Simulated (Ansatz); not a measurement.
MgH₂ClO (charge +1): geometry relaxation

System: MgH₂ClO, charge +1.
Method: RKS PBE0-D4/def2-TZVP (Ansatz 0.2.0).

Figures and captions count atoms from 1; the log counts them from 0 in places.

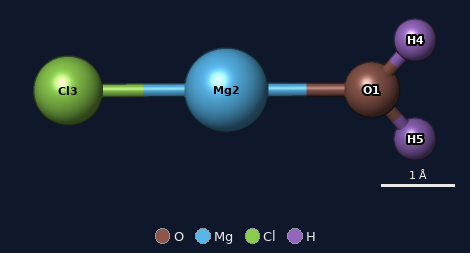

Fig. 1: The starting structure (ball-and-stick view, seen at an oblique angle; atoms are numbered from 1 in the order of the input). Sticks mark near contacts.

Summary

| quantity | value |
| --- | --- |
| outcome | converged |
| total energy | −20034.6165 eV |
| mean-field energy | −20034.5750 eV |
| dispersion energy | −0.0414 eV |
| SCF solution under orbital rotations | stable |
| largest force (length of the vector) at the end | under 0.001 eV/Å |
| hardware | 2 threads of Arm Neoverse V2, 95 GiB of memory available, shared host |
| wall time | 10 s (CPU time 19 s) |
| peak memory | 0.18 GiB |

The input
```yaml
crystal:
  periodic: [false, false, false]
  atoms:
    - {symbol: O, position_ang: [-0.674148, 0.582878, -0.441890]}
    - {symbol: Mg, position_ang: [0.677581, -0.585399, 0.445803]}
    - {symbol: Cl, position_ang: [2.147396, -1.856123, 1.407092]}
    - {symbol: H, position_ang: [-1.377427, 1.112489, -0.005059]}
    - {symbol: H, position_ang: [-0.773402, 0.746155, -1.405946]}
basis:
  gaussian: {orbitals: def2-TZVP}
total_charge: 1
hamiltonian: {xc: pbe0, dispersion: d4}
relax: {f_tol: 0.005, max_steps: 200}
```

Launch command:
```bash
ansatz run in.yaml --threads 2 --pin off --events-out ev --progress --plain --max-ram 4352MiB
```

Log
```
Functional definition: PBE0
  name "PBE0"
  cite "Adamo & Barone, J. Chem. Phys. 110, 6158 (1999) doi:10.1063/1.478522"
  cite "Perdew, Burke & Ernzerhof, Phys. Rev. Lett. 77, 3865 (1996) doi:10.1103/PhysRevLett.77.3865"
  parent pbe
  parameter a = 0.25
  parameter kappa = 0.804
  parameter beta = 0.06672455060314922
  exchange = (1 - a)*pbe_x(kappa = kappa, mu = beta*pi^2/3) + a*exact_x
  correlation = pbe_c(beta = beta)
795 factors; their error is unknown
mean field evaluation 1: about -20022.3390 eV, gradient 8.6e1 eV
mean field evaluation 2: about -20007.3329 eV, gradient 1.2e2 eV
mean field evaluation 4: about -20034.4684 eV, gradient 2.6e0 eV
mean field evaluation 8: about -20034.4838 eV, gradient 9.1e-2 eV
mean field evaluation 16: about -20034.5461 eV, gradient 2.8e-5 eV
mean field -20034.54608991 eV, -736.2559889013 hartree, gradient 2.8e-5 eV, S^2 0.000000; 0 other end points of the search recorded, 0 dependent functions left out
the calculation of the forces begins
reference -20034.54611920 eV, -736.2559899776 hartree; 19, 19 occupied and 93, 93 virtual orbitals, 795 factors
relax step   1: F+E_penalty+E_count = -20034.58700590 eV  Δ(F+E_penalty+E_count) = +0.000e0 eV  max|allowed force component| = 6.860e-1 eV/Å  Δτ_max = 0.0000 Å  (24 SCF iters, accepted)
these checks for a lower state are left out or cut short: starts, cluster_reference, orbital_swaps, neighbouring_geometries, increment
795 factors; their error is unknown
mean field -20034.57270945 eV, -736.2569671512 hartree, gradient 9.9e-6 eV, S^2 0.000000; 0 other end points of the search recorded, 0 dependent functions left out
the calculation of the forces begins
reference -20034.57273873 eV, -736.2569682271 hartree; 19, 19 occupied and 93, 93 virtual orbitals, 795 factors
relax step   2: F+E_penalty+E_count = -20034.61396922 eV  Δ(F+E_penalty+E_count) = -2.696e-2 eV  max|allowed force component| = 1.746e-1 eV/Å  Δτ_max = 0.0379 Å  (30 SCF iters, accepted)
these checks for a lower state are left out or cut short: starts, cluster_reference, orbital_swaps, neighbouring_geometries, increment
795 factors; their error is unknown
mean field -20034.57489983 eV, -736.2570476462 hartree, gradient 9.9e-6 eV, S^2 0.000000; 0 other end points of the search recorded, 0 dependent functions left out
the calculation of the forces begins
reference -20034.57492908 eV, -736.2570487211 hartree; 19, 19 occupied and 93, 93 virtual orbitals, 795 factors
relax step   3: F+E_penalty+E_count = -20034.61631429 eV  Δ(F+E_penalty+E_count) = -2.345e-3 eV  max|allowed force component| = 3.467e-2 eV/Å  Δτ_max = 0.0166 Å  (29 SCF iters, accepted)
these checks for a lower state are left out or cut short: starts, cluster_reference, orbital_swaps, neighbouring_geometries, increment
795 factors; their error is unknown
mean field evaluation 32: about -20034.5115 eV, gradient 1.1e-4 eV
mean field -20034.57498555 eV, -736.2570507964 hartree, gradient 9.9e-6 eV, S^2 0.000000; 0 other end points of the search recorded, 0 dependent functions left out
the calculation of the forces begins
reference -20034.57501479 eV, -736.2570518710 hartree; 19, 19 occupied and 93, 93 virtual orbitals, 795 factors
relax step   4: F+E_penalty+E_count = -20034.61640334 eV  Δ(F+E_penalty+E_count) = -8.905e-5 eV  max|allowed force component| = 2.256e-2 eV/Å  Δτ_max = 0.0031 Å  (30 SCF iters, accepted)
these checks for a lower state are left out or cut short: starts, cluster_reference, orbital_swaps, neighbouring_geometries, increment
795 factors; their error is unknown
mean field -20034.57497896 eV, -736.2570505542 hartree, gradient 9.9e-6 eV, S^2 0.000000; 0 other end points of the search recorded, 0 dependent functions left out
the calculation of the forces begins
reference -20034.57500820 eV, -736.2570516286 hartree; 19, 19 occupied and 93, 93 virtual orbitals, 795 factors
relax step   5: F+E_penalty+E_count = -20034.61641351 eV  Δ(F+E_penalty+E_count) = -1.017e-5 eV  max|allowed force component| = 1.955e-2 eV/Å  Δτ_max = 0.0016 Å  (30 SCF iters, accepted)
these checks for a lower state are left out or cut short: starts, cluster_reference, orbital_swaps, neighbouring_geometries, increment
795 factors; their error is unknown
mean field -20034.57499997 eV, -736.2570513262 hartree, gradient 9.9e-6 eV, S^2 0.000000; 0 other end points of the search recorded, 0 dependent functions left out
the calculation of the forces begins
reference -20034.57502921 eV, -736.2570524007 hartree; 19, 19 occupied and 93, 93 virtual orbitals, 795 factors
relax step   6: F+E_penalty+E_count = -20034.61642578 eV  Δ(F+E_penalty+E_count) = -1.227e-5 eV  max|allowed force component| = 2.235e-4 eV/Å  Δτ_max = 0.0008 Å  (31 SCF iters, accepted)
795 factors; their error is unknown
mean field evaluation 64: about -20034.5114 eV, gradient 2.0e-1 eV
```

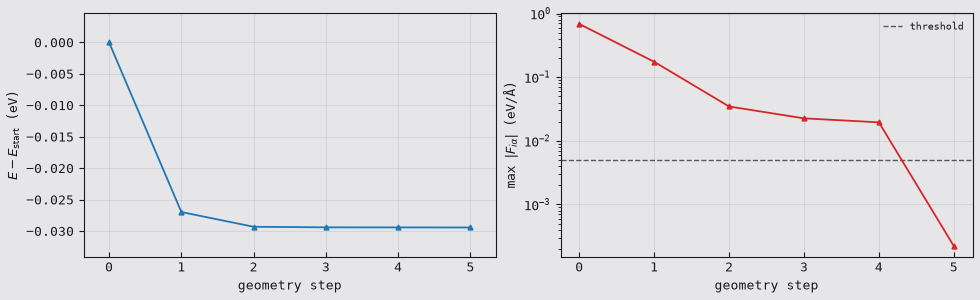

Fig. 2: Progress of the relaxation, step by step (the first geometry is step 0 here and step 1 in the log).

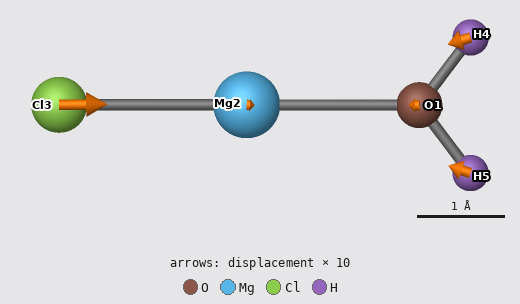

Fig. 3: The starting structure with the displacements as orange arrows, magnified 10 times (ball-and-stick view, seen on its broad side). The two geometries are laid on each other by the best rigid fit. The largest move after the best rigid fit is that of Cl3, 0.056 Å. By element the largest moves are Cl 0.056 Å, H 0.028 Å, O 0.013 Å, Mg 0.009 Å. Distances before and after: Mg2–Cl3 2.168 → 2.121 Å, O1–Mg2 1.995 → 1.973 Å, O1–H4 0.983 → 0.968 Å. The energy falls by 0.029 eV in 5 geometry steps. The largest force component goes from 0.69 to 0.00022 eV/Å. (Atoms are counted from 1 in the order of the input.)

```
mean field -20034.57499997 eV, -736.2570513262 hartree, gradient 9.9e-6 eV, S^2 0.000000; 1 other end points of the search recorded, 0 dependent functions left out
the calculation of the forces begins
reference -20034.57502921 eV, -736.2570524007 hartree; 19, 19 occupied and 93, 93 virtual orbitals, 795 factors
Total energy: -20034.61645501 eV, -736.2585747710 hartree
Atom 0 at    -0.665438     0.575336    -0.436325 Å, force    -0.000223    -0.000216    -0.000038 eV/Å
Atom 1 at     0.671522    -0.580165     0.440926 Å, force     0.000064     0.000001    -0.000118 eV/Å
Atom 2 at     2.109248    -1.823183     1.382748 Å, force     0.000052    -0.000025     0.000113 eV/Å
Atom 3 at    -1.356174     1.094978    -0.000555 Å, force     0.000127     0.000073    -0.000118 eV/Å
Atom 4 at    -0.759158     0.733034    -1.386795 Å, force    -0.000019     0.000167     0.000161 eV/Å
Dipole moment:    -1.505339     1.301170    -0.986325 e Å
```

Trajectory as extended XYZ (Å, eV, eV/Å), 6 frames, from step=1 to step=6
```
5
Properties=species:S:1:pos:R:3:forces:R:3 step=1 energy=-20034.58701
O    -0.6741    0.5829   -0.4419   -0.4660   0.4018  -0.3060
Mg    0.6776   -0.5854    0.4458    0.3152  -0.2725   0.2054
Cl    2.1474   -1.8561    1.4071   -0.4580   0.3960  -0.2993
H    -1.3774    1.1125   -0.0051    0.5141  -0.3899  -0.2862
H    -0.7734    0.7462   -1.4059    0.0947  -0.1354   0.6860
5
Properties=species:S:1:pos:R:3:forces:R:3 step=2 energy=-20034.61397
O    -0.6689    0.5779   -0.4383   -0.1138   0.0994  -0.0751
Mg    0.6763   -0.5844    0.4449    0.0363  -0.0318   0.0234
Cl    2.1218   -1.8339    1.3903   -0.1132   0.0979  -0.0739
H    -1.3635    1.1015   -0.0050    0.1436  -0.1120  -0.0490
H    -0.7656    0.7389   -1.3918    0.0471  -0.0535   0.1746
5
Properties=species:S:1:pos:R:3:forces:R:3 step=3 energy=-20034.61631
O    -0.6653    0.5763   -0.4364    0.0068  -0.0093   0.0054
Mg    0.6734   -0.5816    0.4428   -0.0347   0.0309  -0.0233
Cl    2.1104   -1.8243    1.3830    0.0141  -0.0123   0.0094
H    -1.3574    1.0956   -0.0029   -0.0015   0.0004   0.0239
H    -0.7610    0.7340   -1.3865    0.0153  -0.0098  -0.0154
5
Properties=species:S:1:pos:R:3:forces:R:3 step=4 energy=-20034.61640
O    -0.6662    0.5757   -0.4368    0.0226  -0.0192   0.0147
Mg    0.6719   -0.5805    0.4412   -0.0101   0.0086  -0.0067
Cl    2.1095   -1.8234    1.3829    0.0017  -0.0014   0.0012
H    -1.3563    1.0952    0.0000   -0.0055   0.0050  -0.0082
H    -0.7588    0.7329   -1.3873   -0.0087   0.0070  -0.0010
5
Properties=species:S:1:pos:R:3:forces:R:3 step=5 energy=-20034.61641
O    -0.6651    0.5748   -0.4360   -0.0195   0.0172  -0.0129
Mg    0.6711   -0.5798    0.4407    0.0057  -0.0051   0.0037
Cl    2.1087   -1.8227    1.3824    0.0018  -0.0015   0.0013
H    -1.3559    1.0949   -0.0002    0.0107  -0.0081  -0.0070
H    -0.7588    0.7328   -1.3868    0.0012  -0.0024   0.0149
5
Properties=species:S:1:pos:R:3:forces:R:3 step=6 energy=-20034.61643
O    -0.6654    0.5753   -0.4363   -0.0002  -0.0002   0.0000
Mg    0.6715   -0.5802    0.4409    0.0001   0.0000  -0.0001
Cl    2.1092   -1.8232    1.3827    0.0001   0.0000   0.0001
H    -1.3562    1.0950   -0.0006    0.0001   0.0001  -0.0001
H    -0.7592    0.7330   -1.3868    0.0000   0.0002   0.0002
```
